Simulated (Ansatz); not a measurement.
Frozen-phonon scan for Mo3Os (A15, Cr3Si type)

Mo$_{3}$Os (A15, Cr3Si type)

```xyz
8
Lattice="4.9159 0.0000 0.0000 0.0000 4.9159 0.0000 0.0000 0.0000 4.9159" Properties=species:S:1:pos:R:3 pbc="T T T"
Mo     1.2290     0.0000     2.4579
Mo     3.6869     0.0000     2.4579
Mo     2.4579     3.6869     0.0000
Mo     2.4579     1.2290     0.0000
Mo     0.0000     2.4579     3.6869
Mo     0.0000     2.4579     1.2290
Os     0.0000     0.0000     0.0000
Os     2.4579     2.4579     2.4579
```

The atoms are displaced by Q × the pattern below (from a DFPT mode at Γ, largest move 1; Q in Å), at fixed cell. It is one choice among 3 degenerate patterns.

```
atom      x       y       z
----  -----  ------  ------
Mo3   0.000   0.000  -1.000
Mo4   0.000   0.000   1.000
Mo5   0.000  -1.000   0.000
Mo6   0.000   1.000   0.000
```

Atoms not listed stay in place.

These are LDA (plane waves to 420 eV, PAW, scalar-relativistic; Ansatz, an electronic-structure program) values and carry that method's errors. k mesh 10×10×10 (Γ-centred), Fermi-Dirac smearing 0.05 eV. The energy includes the smearing's −TS. Compression counts positive. With partly filled bands, energies and forces of such displacements shift with the k mesh and the smearing. Mo3Os is run without spin polarisation. Mo3Os was relaxed with its symmetry unable to fall. Spin-orbit coupling is left out, though Os is heavy. ΔE is measured from the undisplaced structure.

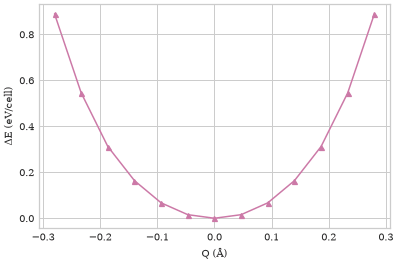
Figure. ΔE (eV/cell) against Q (Å); one marker a computed point.

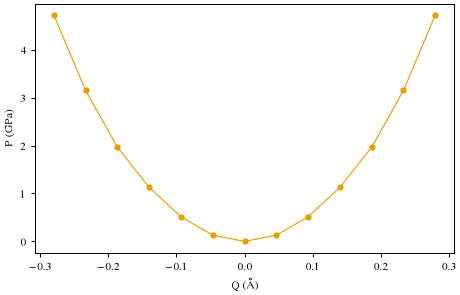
Fig. 1. P (GPa) against Q (Å); computed points joined by lines.

The energy at Q = 0.280 Å comes out as 889 meV/cell. Shape of the curve: a single well with its minimum at or next to zero displacement. Symmetry of the curve: even: the same for both signs. Space group of the distorted cell: P4_2/m (No. 84), lowered from Pm-3n. Harmonic wavenumber from the curvature (finite differences): 99 cm⁻¹.

E″ = 13.88 eV/Å², M = Σ mᵢ|uᵢ|² = 383.8 u, ν̃ = 521.5·√(|E″|/M).

(A displaced cell: forces are minus the slopes of the energy, force constants its curvatures, and phonons follow from these.)
